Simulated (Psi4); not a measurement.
## HBS: a line through the functionals

The species is HBS (3 atoms), meant as a singlet with charge 0. SMILES: `B=S`. The shape is that of a PBE0-D4/def2-TZVP optimisation.

The dipole moment y, in D, basis def2-TZVPPD; a is the functional's share of exact exchange. Programs: Psi4 1.11.

```
functional  program     a  y (D)
       PBE     Psi4     0   1.23
      BLYP     Psi4     0   1.23
     TPSSh     Psi4   0.1      ?
     B3LYP     Psi4   0.2   1.39
      PBE0     Psi4  0.25   1.43
     BHLYP     Psi4   0.5   1.63
```

Problem. Fit y = c + s·a to the known rows and predict TPSSh.

Solution. 
1. Means of the 5 rows: a = 0.1900, y = 1.382.
2. Σ(Δa)² = 0.172, Σ(Δa·Δy) = 0.1376, so the slope is 0.1376/0.172 = 0.8.
3. Intercept: 1.382 − (0.8) × 0.1900 = 1.230. The largest residual of the fit is 0.000.
4. TPSSh: 1.230 + (0.8) × 0.1 = 1.31 D.

The run gave 1.41 D, so the prediction is off by -0.10 D, more than the largest residual. More exact exchange makes the molecule more polar here. The rows mix families of semi-local functionals, which the line can't see. The measured value is 1.30 D (NIST CCCBDB); in this basis the line meets it at a = 0.09.

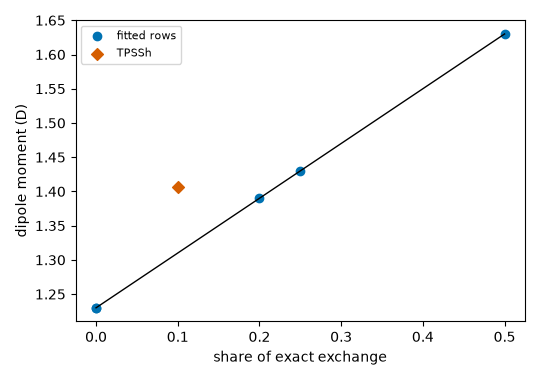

The fitted line, with the withheld row.
